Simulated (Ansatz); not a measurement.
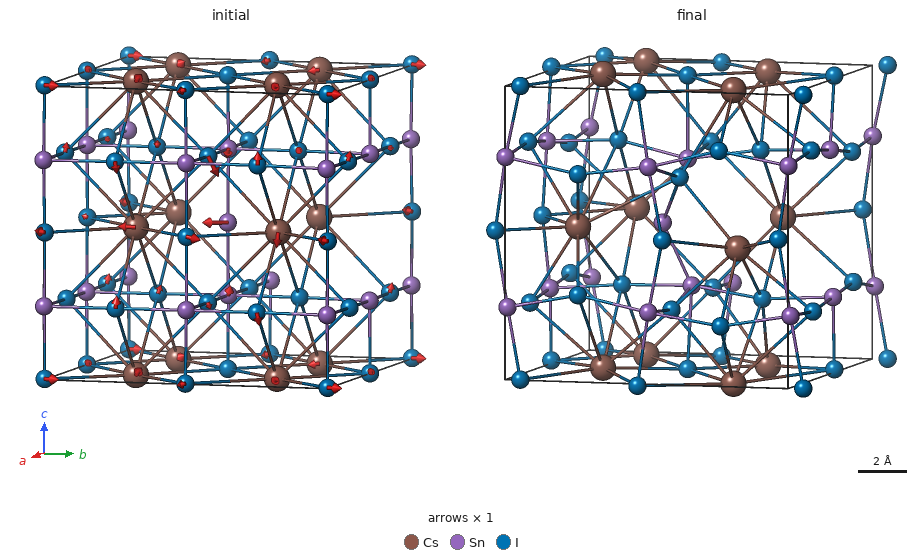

The structure of a defect cell of composition Cs8Sn9I23 (cell charge −1) before (left) and after (right) a relaxation, at one scale. The red arrows give the displacements, at their true length.

A ball-and-stick model of the cell of the calculation (origin shifted), seen slightly off an axis.

Computed with Ansatz 0.2.0, DFT, PBEsol, PAW, plane waves. Settings: plane-wave cutoff 420 eV; k-point mesh 1 × 1 × 1; mesh shifted by (0.25, 0.25, 0.25); no spin polarisation; atoms relaxed in a fixed cell; force threshold 0.03 eV/Å; at most 80 steps.

**Summarise the run.**

After 19 geometry steps the energy has fallen by 0.649 eV per cell of the calculation. The largest force component goes from 0.76 to 0.014 eV/Å. The forces were under the threshold at step 9, but the run went on from there. The largest move is that of a Sn atom, 1.26 Å along [1 −1 0]. By element the largest moves are Sn 1.26 Å, I 1.00 Å, Cs 0.79 Å. The cell doesn't change. Some distances before and after: I–Sn 4.313 → 3.128 Å, Cs–I 4.406 → 5.576 Å, Cs–I 4.340 → 5.499 Å, Cs–I 4.372 → 5.421 Å. Among the angles between lasting bonds that change: Sn–Sn–Sn 178.4° → 127.4°, Sn–Sn–I 90.6° → 121.0°, Sn–Sn–I 90.3° → 120.1°.

Limits of the set-up: the cell is charged, on a uniform background, and energies carry no finite-size correction.
